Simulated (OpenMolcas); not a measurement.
# Mo⁵⁺ among point charges: CASSCF and CASPT2 levels and susceptibility

Aim: the splitting of the states of Mo⁵⁺ in the field of 2 point charges, its lowest levels with spin-orbit coupling and its magnetic susceptibility.

Method: state-averaged CASSCF and CASPT2, spin-orbit coupling by RASSI with atomic mean-field integrals. Code: OpenMolcas 26.06.

## (1) Starting point

| Property | Result |
| --- | --- |
| Species | Mo⁵⁺ (molybdenum, Z = 42, 37 electrons) |
| Basis | ANO-RCC-VDZP [6s5p3d1f], 43 functions |
| Scalar Hamiltonian | DKH2, point nucleus |
| Inactive shells | 1s 2s 2p 3s 3p 3d 4s 4p |
| Active space | 1 electron in 5 orbitals (4d) |
| Some configurations of this space | 4d |
| Orbitals | optimised for each spin and parity, averaged over all roots |

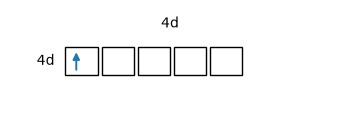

The shells outside the core, filled by Hund's rule for the drawing.

The ion sits among 2 point charges of -2 e arranged as a linear pair (D∞h), 1.99 Å from the ion.

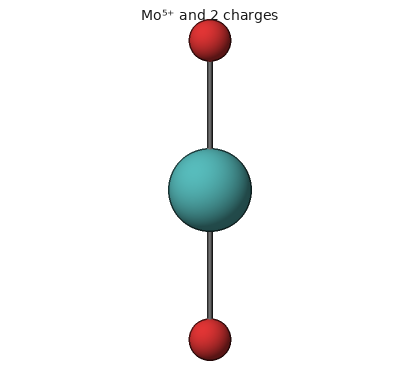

The ion and the point charges (red).

Each step is its own input file, run in one work folder so that later steps find the files of earlier ones. Labels, J, g values, rates, χT and fits are worked out afterwards by a script from the matrices that RASSI stores. The input lists half of the charges; inversion (Group=XYZ) makes the rest.

## (2) One- and two-electron integrals

Contents of a.inp:

```
&GATEWAY
Coord
1

Mo 0.0 0.0 0.0
Basis=ANO-RCC-VDZP
Group=XYZ
NoMove
AngMom=0.0 0.0 0.0
AMFI
XField
1 Angstrom 0
0.000000 0.000000 1.990000 -2.000000
&SEWARD
```

## (3) CASSCF: doublets of even parity, 5 roots

Contents of a.inp:

```
&RASSCF
FileOrb=start.orb
Symmetry=1
Spin=2
nActEl=1 0 0
Inactive=9 9
Ras2=5 0
CIRoot=5 5 1
SDav=5
CIMx=300
Iter=120 100
PrWF=0.3
OrbListing=Nothing
MaxOrb=0
>>> COPY $Project.JobIph JOB001
```

start.orb holds the contracted functions of the basis, ordered by shell, or the orbitals of the step before.

## (4) State interaction with spin-orbit coupling

Contents of a.inp:

```
&RASSI
NrOfJobIphs=1 5
1 2 3 4 5
IphNames
JOB001
EJob
SpinOrbit
DIPRint=1.0
SOCoupling=1000.0
Subsets=2
Property=9
'ANGMOM' 1 'ANGMOM' 2 'ANGMOM' 3 'MLTPL  1' 1 'MLTPL  1' 2 'MLTPL  1' 3
'AMFI' 1 'AMFI' 2 'AMFI' 3
SOProperty=3
'ANGMOM' 1 'ANGMOM' 2 'ANGMOM' 3
```

## (5) CASPT2: IPEA 0.25, imaginary shift 0.1 (closed shells correlated: 4s 4p)

Contents of a.inp:

```
>>> COPY JOB001 $Project.JobIph
&CASPT2
Multistate=5 1 2 3 4 5
NoMult
Frozen=8 6
IPEA=0.25
Imaginary=0.1
MaxIter=60
WThr=0.0 0.3 0.05
PrWF=0.5
NoMix
```

(Steps that only read results are left out.)

Q: Predict the outcome of this session. Wanted: spin-free ground state; first state of the same spin within the active space; lowest level; next level.

As calculated:

| quantity | value |
| --- | --- |
| method | SS-CASPT2, IPEA 0.25, imaginary shift 0.1 (closed shells correlated: 4s 4p) |
| spin-free ground state | 2Delta, 2-fold in its orbital part |
| first state of the same spin within the active space | 2Pi at 13200 cm⁻¹ |
| lowest level | 2-fold, g = 0.00, 0.00, 2.01 |
| next level | 2042.0 cm⁻¹ |
| χT at 300 K | 0.18 cm³ K/mol |
| effective moment at 300 K | 1.19 μB |

Cost by method:

```csv
method,time of its own steps,time with the reference
A. CASSCF,1.2 s,1.2 s
"B. SS-CASPT2, IPEA 0.25, imaginary shift 0.1, +4s 4p",0.36 s,1.6 s
```

Times are of one thread on a shared host.

The spin-free ground state (2Delta) comes to 100 % from free-ion D terms and keeps the highest spin of the shell. χT at 300 K is 0.18, against 0.38 cm³ K/mol for the spin alone, so orbital moment lowers it. The field of point charges can differ much from that of real complexes. This is an electrostatic model: the charges have no orbitals.
